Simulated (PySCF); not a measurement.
C4H5FSSi, SMILES c1sc(cc1)[SiH2]F at its GFN2-xTB optimised geometry (Å):

```
12

F     -0.7578    -3.0482     0.0053
Si    -1.6929    -1.7364     0.0022
C     -0.5190    -0.2836     0.0000
C      0.8469    -0.2836     0.0000
C      1.4157     1.0067     0.0000
C      0.4747     1.9855    -0.0001
S     -1.1191     1.3472     0.0000
H     -2.4737    -1.8187    -1.2234
H     -2.4745    -1.8130     1.2276
H      1.4235    -1.1915    -0.0001
H      2.4745     1.1958     0.0001
H      0.6157     3.0482    -0.0001
```

Computed with PBE0/def2-TZVP (PySCF 2.14.0). Cells within 0.4 Å of a nucleus heavier than hydrogen are left out (blank, or x).

Map of the electrostatic potential (hartree/e), clipped to [-0.08, 0.12] on the plane z = 0.0 Å:

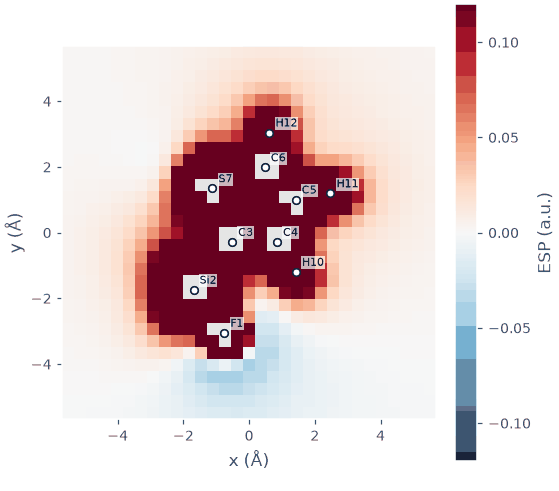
*Electrostatic potential (hartree/e), clipped to [-0.08, 0.12] on the plane z = 0.0 Å.*
